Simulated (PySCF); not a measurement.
```xyz
13

C    -1.9325    0.4982   -0.6570
C    -0.9010   -0.5606   -0.4114
S    -1.4148   -2.2063   -0.5000
C     0.3707   -0.2737   -0.1348
C     1.3992    0.7441    0.0774
C     1.7200   -0.7357    0.1705
H    -2.3557    0.3782   -1.6535
H    -2.7438    0.3995    0.0628
H    -1.4917    1.4883   -0.5702
H     1.7614    1.3006   -0.7764
H     1.3710    1.3266    0.9881
H     1.9111   -1.1660    1.1441
H     2.3018   -1.1926   -0.6185
```

Geometry: GFN2-xTB.

Method: PySCF, UKS B3LYP, pcH-1 on C H S, non-relativistic, mean-field spin-orbit, GIAO.

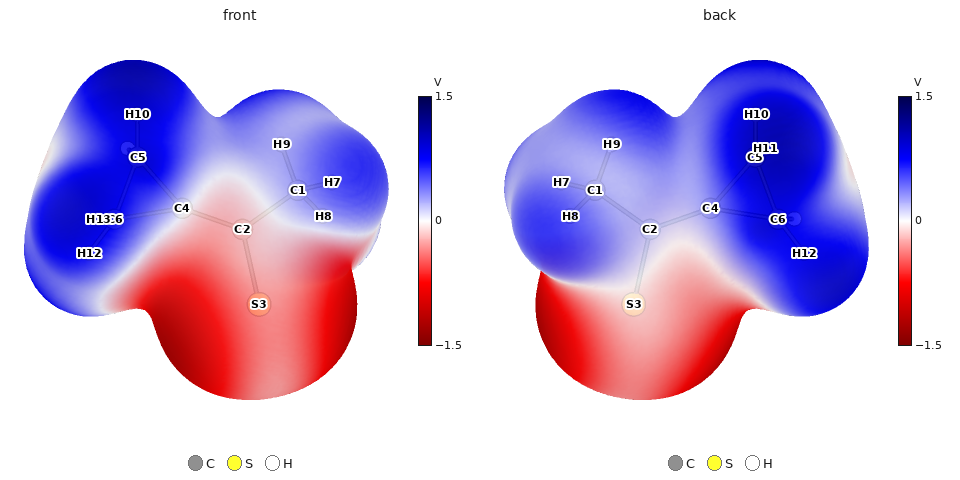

C₅H₇S (SMILES CC(=S)[C]1CC1) (doublet). The molecular electrostatic potential painted on the density surface at 0.002 e/bohr³, seen from the front and from behind; red is negative and blue positive.

**Describe the electrostatic potential map.**

The most negative region (about −1.2 V, or −28 kcal/mol for a unit charge) lies over S3, the most positive (about +1.1 V, or +25 kcal/mol for a unit charge) over H10 and H11.
